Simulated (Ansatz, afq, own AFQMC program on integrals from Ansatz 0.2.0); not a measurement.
**GaSiH2 (quartet): AFQMC on the coupled-cluster ladder at scale of all distances = 1.311, cc-pVDZ**

How near does AFQMC come to the top of the ladder for GaSiH2 (quartet)?

The runs use Ansatz 0.2.0, Gaussian basis, and an in-house AFQMC program (afq) on its integrals; all values are calculated; cc-pVDZ, frozen cores.

Plan: PBE (unrestricted); r2SCAN (unrestricted); PBE0 (unrestricted); B3LYP (unrestricted); wB97M-V (unrestricted); B2PLYP (unrestricted); CCSD(T) on UHF; CCSDT(Q) on UHF; Phaseless AFQMC, CISD trial on UHF.

5 further runs of the same task are left out: 5 that didn't finish. Runs told in other sessions of the task aren't counted.

### 1 The system

The geometry derives from a PBE0/def2-TZVP stationary point (not a proven minimum). All distances are scaled together. No spin-orbit coupling is included. The filled d shell of Ga may be among the frozen orbitals whatever the setting's name suggests.

4 atoms, charge 0, spin multiplicity 4.

Atoms are counted from 1 here; the program's logs count them from 0.

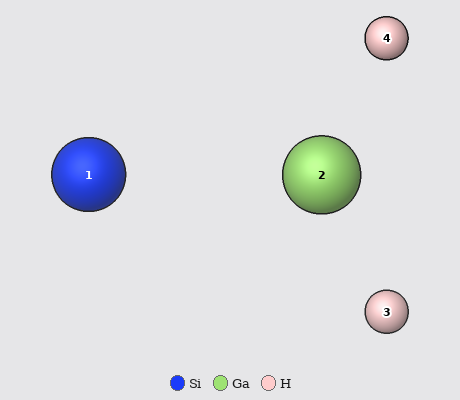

The structure; silicon blue, gallium green, hydrogen pink; atoms are numbered from 1 in the order of the file.

Geometry (Å):

```xyz
4
GaH2Si
Si    0.0000    0.0000    2.2791
Ga    0.0000    0.0000   -0.8676
H     0.0000   -1.8526   -1.7447
H     0.0000    1.8526   -1.7447
```

### 2 PBE (unrestricted)

in.yaml reads:

```yaml
crystal:
  periodic: [false, false, false]
  atoms:
    - {symbol: Si, position_ang: [0.000000, 0.000000, 2.279067]}
    - {symbol: Ga, position_ang: [0.000000, 0.000000, -0.867599]}
    - {symbol: H, position_ang: [0.000000, -1.852644, -1.744725]}
    - {symbol: H, position_ang: [0.000000, 1.852644, -1.744725]}
basis:
  gaussian: {orbitals: cc-pVDZ}
magnetization: {spin_polarized: true, initial_magnetization: 3}
hamiltonian: {xc: {name: PBE}}
output: {orbitals: {seedname: orbitals}}
```

Launch:

```
$ ansatz run in.yaml --threads 1 --pin off --events-out ev --progress --plain --max-ram 1382MiB
```

What it wrote:

```text
Functional definition: PBE
  name "PBE"
  cite "Perdew, Burke & Ernzerhof, Phys. Rev. Lett. 77, 3865 (1996) doi:10.1103/PhysRevLett.77.3865"
  parent pbe
  parameter kappa = 0.804
  parameter beta = 0.06672455060314922
  exchange = pbe_x(kappa = kappa, mu = beta*pi^2/3)
  correlation = pbe_c(beta = beta)
593 factors; integrals over basis functions are off by at most 1.1e-3 eV
mean field evaluation 1: about -60268.6357 eV, gradient 1.1e1 eV
mean field evaluation 2: about -60266.8818 eV, gradient 1.6e1 eV
mean field evaluation 4: about -60269.4879 eV, gradient 1.7e0 eV
mean field evaluation 8: about -60269.5342 eV, gradient 2.3e-2 eV
mean field evaluation 16: about -60269.5342 eV, gradient 1.1e-5 eV
mean field evaluation 32: about -60269.1475 eV, gradient 5.0e0 eV
mean field evaluation 64: about -60267.7367 eV, gradient 1.6e0 eV
mean field evaluation 96: about -60269.3618 eV, gradient 3.4e0 eV
mean field -60269.53416450 eV, -2214.8645283880 hartree, gradient 1.0e-5 eV, S^2 3.754601; 12 other end points of the search recorded, 0 dependent functions left out
reference -60269.53420371 eV, -2214.8645298288 hartree; 25, 22 occupied and 30, 33 virtual orbitals, 593 factors
Total energy: -60269.53420371 eV, -2214.8645298288 hartree
```

It took 14 s on 1 thread of Intel Xeon Platinum 8259CL at 2.50GHz (Skylake/Cascade Lake), shared host.

From the report: ⟨S²⟩ of the determinant 3.755 (pure quartet: 3.75).

### 3 r2SCAN (unrestricted)

in.yaml, as its differences from that of step 2:

```diff
@@ -10,3 +10,2 @@
 magnetization: {spin_polarized: true, initial_magnetization: 3}
-hamiltonian: {xc: {name: PBE}}
-output: {orbitals: {seedname: orbitals}}
+hamiltonian: {xc: {name: r2SCAN}}
```

The command is unchanged.

What it wrote, cut to the lines that bear on the results:

```text
Functional definition: r2SCAN
  name "r2SCAN"
  cite "Furness, Kaplan, Ning, Perdew & Sun, J. Phys. Chem. Lett. 11, 8208 (2020) doi:10.1021/acs.jpclett.0c02405"
  cite "Furness, Kaplan, Ning, Perdew & Sun, J. Phys. Chem. Lett. 11, 9248 (2020) doi:10.1021/acs.jpclett.0c03077"
  parent r2scan
[...]
593 factors; integrals over basis functions are off by at most 1.1e-3 eV
[...]
mean field -60280.22940479 eV, -2215.2575712189 hartree, gradient 3.2e-5 eV, S^2 3.766418; 13 other end points of the search recorded, 0 dependent functions left out
reference -60280.22941870 eV, -2215.2575717301 hartree; 25, 22 occupied and 30, 33 virtual orbitals, 593 factors
Total energy: -60280.22941870 eV, -2215.2575717301 hartree
```

It took 35 s on 1 thread of Intel Xeon Platinum 8259CL at 2.50GHz (Skylake/Cascade Lake), shared host.

From the report: ⟨S²⟩ of the determinant 3.766 (pure quartet: 3.75).

### 4 PBE0 (unrestricted)

in.yaml, as its differences from that of step 3:

```diff
@@ -10,2 +10,3 @@
 magnetization: {spin_polarized: true, initial_magnetization: 3}
-hamiltonian: {xc: {name: r2SCAN}}
+hamiltonian: {xc: {name: PBE0}}
+output: {orbitals: {seedname: orbitals}}
```

The command is unchanged.

What it wrote:

```text
Functional definition: PBE0
  name "PBE0"
  cite "Adamo & Barone, J. Chem. Phys. 110, 6158 (1999) doi:10.1063/1.478522"
  cite "Perdew, Burke & Ernzerhof, Phys. Rev. Lett. 77, 3865 (1996) doi:10.1103/PhysRevLett.77.3865"
  parent pbe
  parameter a = 0.25
  parameter kappa = 0.804
  parameter beta = 0.06672455060314922
  exchange = (1 - a)*pbe_x(kappa = kappa, mu = beta*pi^2/3) + a*exact_x
  correlation = pbe_c(beta = beta)
593 factors; integrals over basis functions are off by at most 1.1e-3 eV
mean field evaluation 1: about -60270.6109 eV, gradient 7.2e0 eV
mean field evaluation 2: about -60270.7559 eV, gradient 6.3e0 eV
mean field evaluation 4: about -60271.1062 eV, gradient 9.5e-1 eV
mean field evaluation 8: about -60271.1299 eV, gradient 1.1e-1 eV
mean field evaluation 16: about -60271.1303 eV, gradient 3.9e-4 eV
mean field -60271.13027779 eV, -2214.9231844694 hartree, gradient 4.0e-5 eV, S^2 3.763688; 2 other end points of the search recorded, 0 dependent functions left out
reference -60271.13030686 eV, -2214.9231855376 hartree; 25, 22 occupied and 30, 33 virtual orbitals, 593 factors
Total energy: -60271.13030686 eV, -2214.9231855376 hartree
```

It took 5.5 s on 1 thread of Intel Xeon Platinum 8259CL at 2.50GHz (Skylake/Cascade Lake), shared host.

From the report: ⟨S²⟩ of the determinant 3.764 (pure quartet: 3.75).

### 5 B3LYP (unrestricted)

in.yaml, as its differences from that of step 4:

```diff
@@ -10,3 +10,2 @@
 magnetization: {spin_polarized: true, initial_magnetization: 3}
-hamiltonian: {xc: {name: PBE0}}
-output: {orbitals: {seedname: orbitals}}
+hamiltonian: {xc: {name: B3LYP}}
```

Same command.

What it wrote, cut to the lines that bear on the results:

```text
Functional definition: B3LYP
  name "B3LYP"
  cite "Stephens, Devlin, Chabalowski & Frisch, J. Phys. Chem. 98, 11623 (1994) doi:10.1021/j100096a001"
  cite "Becke, Phys. Rev. A 38, 3098 (1988) doi:10.1103/PhysRevA.38.3098"
  cite "Lee, Yang & Parr, Phys. Rev. B 37, 785 (1988) doi:10.1103/PhysRevB.37.785"
  cite "Vosko, Wilk & Nusair, Can. J. Phys. 58, 1200 (1980) doi:10.1139/p80-159"
[...]
593 factors; integrals over basis functions are off by at most 1.1e-3 eV
[...]
mean field -60283.45297359 eV, -2215.3760351874 hartree, gradient 9.3e-6 eV, S^2 3.763058; 2 other end points of the search recorded, 0 dependent functions left out
reference -60283.45320912 eV, -2215.3760438430 hartree; 25, 22 occupied and 30, 33 virtual orbitals, 593 factors
Total energy: -60283.45320912 eV, -2215.3760438430 hartree
```

Wall time 5.5 s (1 thread of Intel Xeon Platinum 8259CL at 2.50GHz (Skylake/Cascade Lake), shared host).

From the report: ⟨S²⟩ of the determinant 3.763 (pure quartet: 3.75).

### 6 wB97M-V (unrestricted)

in.yaml, as its differences from that of step 5:

```diff
@@ -10,2 +10,3 @@
 magnetization: {spin_polarized: true, initial_magnetization: 3}
-hamiltonian: {xc: {name: B3LYP}}
+hamiltonian: {xc: {name: wB97M-V}}
+output: {orbitals: {seedname: orbitals}}
```

Launched as before.

What it wrote, cut to the lines that bear on the results:

```text
Functional definition: wB97M-V
  name "wB97M-V"
  cite "Mardirossian & Head-Gordon, J. Chem. Phys. 144, 214110 (2016) doi:10.1063/1.4952647"
  cite "Becke, J. Chem. Phys. 107, 8554 (1997) doi:10.1063/1.475007"
  cite "Vydrov & Van Voorhis, J. Chem. Phys. 133, 244103 (2010) doi:10.1063/1.3521275"
  # Of w^i u^j: cxij and so on, Table III.
[...]
  gx(w, u) = 1 - cx + cx01*u + cx10*w
  gss(w, u) = css00 + css04*u^4 + css10*w + css20*w^2 + css43*w^4*u^3
  gos(w, u) = cos00 + cos10*w + (cos20 + cos21*u)*w^2 + (cos60 + cos61*u)*w^6
[...]
      + integral(e_c_pw_mod_opposite_spin*gos(b97_w_opposite, b97_u_opposite)) + vv10(b, c)
593 factors; integrals over basis functions are off by at most 1.1e-3 eV
185 factors; integrals over basis functions are off by at most 1.1e-5 eV
[...]
mean field -60277.53878444 eV, -2215.1586927449 hartree, gradient 2.4e-5 eV, S^2 3.768089; 3 other end points of the search recorded, 0 dependent functions left out
reference -60277.53882594 eV, -2215.1586942700 hartree; 25, 22 occupied and 30, 33 virtual orbitals, 593 factors
Total energy: -60277.53882594 eV, -2215.1586942700 hartree
```

Run time: 18 s. Hardware: 1 thread of Intel Xeon Platinum 8259CL at 2.50GHz (Skylake/Cascade Lake), shared host; peak memory 0.26 GiB.

From the report: ⟨S²⟩ of the determinant 3.768 (pure quartet: 3.75).

### 7 B2PLYP (unrestricted)

in.yaml, as its differences from that of step 6:

```diff
@@ -10,3 +10,3 @@
 magnetization: {spin_polarized: true, initial_magnetization: 3}
-hamiltonian: {xc: {name: wB97M-V}}
-output: {orbitals: {seedname: orbitals}}
+hamiltonian: {xc: {name: B2PLYP}}
+correlation: {electrons: outside_noble_gas}
```

Launched as before.

What it wrote, cut to the lines that bear on the results:

```text
Functional definition: B2PLYP
  name "B2PLYP"
  cite "Grimme, J. Chem. Phys. 124, 034108 (2006) doi:10.1063/1.2148954"
  cite "Becke, Phys. Rev. A 38, 3098 (1988) doi:10.1103/PhysRevA.38.3098"
  cite "Lee, Yang & Parr, Phys. Rev. B 37, 785 (1988) doi:10.1103/PhysRevB.37.785"
[...]
593 factors; integrals over basis functions are off by at most 1.1e-3 eV
[...]
mean field -60265.33619081 eV, -2214.7102557003 hartree, gradient 2.7e-6 eV, S^2 3.788140; 6 other end points of the search recorded, 0 dependent functions left out
19 core orbitals not correlated: weight in the atoms' cores, before any rotation towards them, 1.000 or more for the frozen orbitals, at most 0.000 for the correlated occupied ones
reference -60265.33633903 eV, -2214.7102611473 hartree; 6, 3 occupied and 30, 33 virtual orbitals, 593 factors
second order -4.11322157 eV of doubles, -0.00000000 eV of singles
Total energy: -60266.44690886 eV, -2214.7510738356 hartree
```

It took 7.5 s on 1 thread of Intel Xeon Platinum 8259CL at 2.50GHz (Skylake/Cascade Lake), shared host.

From the report: ⟨S²⟩ of the determinant 3.788 (pure quartet: 3.75).

### 8 CCSD(T) on UHF

in.yaml, as its differences from that of step 7:

```diff
@@ -10,3 +10,2 @@
 magnetization: {spin_polarized: true, initial_magnetization: 3}
-hamiltonian: {xc: {name: B2PLYP}}
-correlation: {electrons: outside_noble_gas}
+correlation: {method: ccsd_t, electrons: outside_noble_gas, hamiltonian_folder: ham}
```

Launched as before.

What it wrote, cut to the lines that bear on the results:

```text
Functional definition: HF
  name "HF"
  cite "Fock, Z. Phys. 61, 126 (1930) doi:10.1007/BF01340294"
  parent pbe
[...]
593 factors; integrals over basis functions are off by at most 1.1e-3 eV
[...]
mean field -60222.38285230 eV, -2213.1317496248 hartree, gradient 3.1e-6 eV, S^2 3.852592; 24 other end points of the search recorded, 0 dependent functions left out
determinant -60222.38285230 eV, -2213.1317496248 hartree, with singles and doubles -60226.60331252 eV, -2213.2868486773 hartree
determinant -60221.40091363 eV, -2213.0956640442 hartree, with singles and doubles -60225.50636172 eV, -2213.2465364787 hartree
determinant -60221.32556007 eV, -2213.0928948520 hartree, with singles and doubles -60225.42238947 eV, -2213.2434505556 hartree
determinant -60220.27441133 eV, -2213.0542658482 hartree, with singles and doubles -60224.69888527 eV, -2213.2168622667 hartree
[...]
determinant -60219.24873179 eV, -2213.0165728206 hartree, with singles and doubles -60222.65121146 eV, -2213.1416116419 hartree
determinant -60219.19794537 eV, -2213.0147064539 hartree, with singles and doubles -60222.72458444 eV, -2213.1443080494 hartree
determinant -60219.15408183 eV, -2213.0130944985 hartree, with singles and doubles -60222.80087838 eV, -2213.1471117998 hartree
19 core orbitals not correlated: weight in the atoms' cores, before any rotation towards them, 1.000 or more for the frozen orbitals, at most 0.000 for the correlated occupied ones
reference -60222.38285230 eV, -2213.1317496248 hartree; 6, 3 occupied and 30, 33 virtual orbitals, 593 factors
second order -2.97272359 eV of doubles, -0.00000000 eV of singles
cycle   1  -4.21941737 eV  change    1.0e-3 eV  update   2.8e-3
[...]
cycle   9  -4.22055113 eV  change    8.3e-6 eV  update   3.4e-6
perturbative correction -0.13261609 eV, -0.0048735516 hartree
Total energy: -60226.73601953 eV, -2213.2917255697 hartree
```

It took 31 s on 1 thread of Intel Xeon Platinum 8259CL at 2.50GHz (Skylake/Cascade Lake), shared host.

From the report: ⟨S²⟩ of the determinant 3.853 (pure quartet: 3.75); correlation -4.3532 eV; T1 0.043; largest double amplitude 0.09.

This run also writes the integrals to the folder ham.

### 9 CCSDT(Q) on UHF

in.yaml, as its differences from that of step 8:

```diff
@@ -10,2 +10,2 @@
 magnetization: {spin_polarized: true, initial_magnetization: 3}
-correlation: {method: ccsd_t, electrons: outside_noble_gas, hamiltonian_folder: ham}
+correlation: {method: ccsdt_q, electrons: outside_noble_gas}
```

Launched as before.

What it wrote, cut to the lines that bear on the results:

```text
Functional definition: HF
  name "HF"
  cite "Fock, Z. Phys. 61, 126 (1930) doi:10.1007/BF01340294"
  parent pbe
[...]
1067 factors; integrals over basis functions are off by at most 2.4e-7 eV
[...]
mean field -60222.38290487 eV, -2213.1317515566 hartree, gradient 1.7e-6 eV, S^2 3.852593; 24 other end points of the search recorded, 0 dependent functions left out
determinant -60222.38290487 eV, -2213.1317515566 hartree, with singles and doubles -60226.60337473 eV, -2213.2868509633 hartree
determinant -60221.40097458 eV, -2213.0956662840 hartree, with singles and doubles -60225.50643555 eV, -2213.2465391918 hartree
determinant -60221.32562084 eV, -2213.0928970852 hartree, with singles and doubles -60225.42246352 eV, -2213.2434532767 hartree
determinant -60220.27448128 eV, -2213.0542684188 hartree, with singles and doubles -60224.69896356 eV, -2213.2168651436 hartree
[...]
determinant -60219.24882288 eV, -2213.0165761678 hartree, with singles and doubles -60222.65130238 eV, -2213.1416149834 hartree
determinant -60219.19802802 eV, -2213.0147094912 hartree, with singles and doubles -60222.72467271 eV, -2213.1443112932 hartree
determinant -60219.15415684 eV, -2213.0130972551 hartree, with singles and doubles -60222.80095064 eV, -2213.1471144553 hartree
19 core orbitals not correlated: weight in the atoms' cores, before any rotation towards them, 1.000 or more for the frozen orbitals, at most 0.000 for the correlated occupied ones
reference -60222.38290487 eV, -2213.1317515566 hartree; 6, 3 occupied and 30, 33 virtual orbitals, 1067 factors
second order -2.97276495 eV of doubles, -0.00000000 eV of singles
cycle   1  -3.70803552 eV  change   -7.4e-1 eV  update   1.0e-1
[...]
cycle  20  -4.41508233 eV  change   -5.9e-7 eV  update   1.1e-6
perturbative correction -0.01022409 eV, -0.0003757282 hartree
Total energy: -60226.80821129 eV, -2213.2943785679 hartree
```

Wall time 66 s (1 thread of Intel Xeon Platinum 8259CL at 2.50GHz (Skylake/Cascade Lake), shared host); peak memory 0.25 GiB.

From the report: ⟨S²⟩ of the determinant 3.853 (pure quartet: 3.75); correlation -4.4253 eV; T1 0.050; largest double amplitude 0.11.

### 10 Phaseless AFQMC, CISD trial on UHF

It reads the integrals that the CCSD(T) run on this determinant wrote.

Launch:

```
$ afq ham --method phaseless --trial cisd --walkers 60 --populations 1 --least-time 40 --time-step 0.005 --steps-per-block 50 --equilibration-blocks 40 --max-blocks 300 --target-error 0.00072 --factor-cut 1e-05 --start spin_pure --seed 2296 --release-times 0.24,0.51,0.99,1.62,2.4 --release-step 0.03 --release-every 4 --taylor-order 6
```

What it wrote:

```text
orbitals 36  electrons 6 3  factors 257 of 593
reference energy -2213.13174962 Eh
CCSD correlation -0.15510249 Eh in 16 cycles, weight of the determinant in the CISD state 0.8251
energy of the start -2213.283584 Eh
 block  time / (1/Eh)  mean weight  energy / Eh
     1     0.250  1.0001  -2213.282586
     2     0.500  0.9995  -2213.283747
     3     0.750  1.0006  -2213.285494
     4     1.000  1.0019  -2213.286320
     5     1.250  0.9986  -2213.286619
     6     1.500  0.9999  -2213.287237
     7     1.750  1.0008  -2213.288430
     8     2.000  1.0001  -2213.289266
     9     2.250  1.0008  -2213.290372
    10     2.500  1.0013  -2213.288844
    11     2.750  0.9989  -2213.289894
    16     4.000  1.0008  -2213.293699
    21     5.250  0.9995  -2213.293711
    26     6.500  1.0013  -2213.292496
    31     7.750  1.0006  -2213.294303
    36     9.000  1.0002  -2213.288082
    41    10.250  1.0008  -2213.294221
    46    11.500  1.0003  -2213.290333
    51    12.750  1.0023  -2213.291518
    56    14.000  1.0010  -2213.295539
    61    15.250  0.9997  -2213.291449
    66    16.500  1.0017  -2213.292925
    71    17.750  1.0004  -2213.294060
    76    19.000  0.9995  -2213.290002
    81    20.250  0.9985  -2213.292362
    86    21.500  0.9982  -2213.293446
    91    22.750  1.0016  -2213.290880
    96    24.000  1.0002  -2213.288319
   101    25.250  1.0016  -2213.288041
   106    26.500  0.9984  -2213.290550
   111    27.750  0.9986  -2213.292248
   116    29.000  1.0006  -2213.295472
   121    30.250  1.0001  -2213.292334
   126    31.500  0.9990  -2213.289502
   131    32.750  0.9997  -2213.288869
   136    34.000  1.0010  -2213.293128
   141    35.250  1.0012  -2213.288795
   146    36.500  1.0004  -2213.287289
   151    37.750  1.0008  -2213.293389
   156    39.000  1.0010  -2213.290945
   161    40.250  1.0009  -2213.292906
   166    41.500  0.9983  -2213.293498
   171    42.750  1.0025  -2213.290132
   176    44.000  1.0019  -2213.290313
   181    45.250  0.9984  -2213.293587
   186    46.500  1.0012  -2213.289040
   191    47.750  1.0009  -2213.292101
   196    49.000  0.9990  -2213.294504
blocks merged  error / Eh  count
     1  0.000214  160
     2  0.000270  80
     4  0.000331  40
     8  0.000351  20
    16  0.000343  10
released: time / (1/Eh)  energy / Eh  error  mean overlap
  0.24  -2213.291940  0.000425  0.9938
  0.51  -2213.292482  0.000495  0.9876
  0.99  -2213.293067  0.000380  0.9864
  1.62  -2213.293835  0.000562  0.9879
  2.40  -2213.295169  0.000661  0.9654
energy -2213.291682 +/- 0.000351 Eh
```

Wall time 9 min (1 thread of Intel Xeon Platinum 8259CL at 2.50GHz (Skylake/Cascade Lake), shared host).

Energy -60226.7348 ± 0.0095 eV. Caveats: constraint bias not in the error.

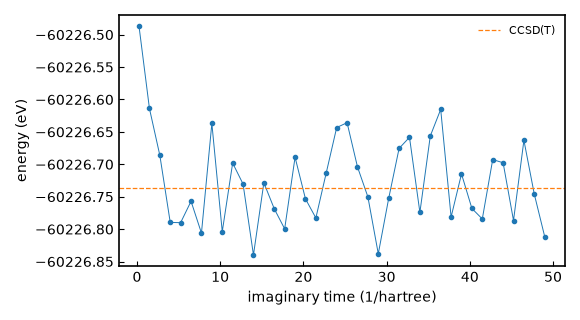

Block energies along the walk.

### 11 All levels side by side

On the UHF determinant, counted from CCSDT(Q) (a yardstick, not exact):

```
                                              level  energy (eV)  from CCSDT(Q) (kJ/mol)  statistical error (kJ/mol)   time
                                                 HF  -60222.3829                  +427.0                                   
                                                MP2  -60225.3556                  +140.2                                   
                                               CCSD  -60226.6034                   +19.8                                   
                                            CCSD(T)  -60226.7360                    +7.0                                   
                                           CCSDT(Q)  -60226.8082                     0.0                                   
Phaseless AFQMC, CISD trial, step 0.005, 60 walkers  -60226.7348                    +7.1                         0.9  9 min
```

The functionals' totals stand on their own zeros and serve differences with other points: PBE -60269.534 eV; r2SCAN -60280.229 eV; PBE0 -60271.130 eV; B3LYP -60283.453 eV; wB97M-V -60277.539 eV; B2PLYP -60266.447 eV.

### 12 Outcome

| quantity | value |
| --- | --- |
| CCSD(T) on UHF from CCSDT(Q) | +7.0 kJ/mol |
| Phaseless AFQMC, CISD trial on UHF from CCSDT(Q) | +7.1 ± 0.9 kJ/mol |

What this shows: On UHF the phaseless walk with the CISD trial lies +7.1 kJ/mol from CCSDT(Q), 8 times its error bar. Error bars are statistical and leave out the constraint, the time step and what remains of the start.
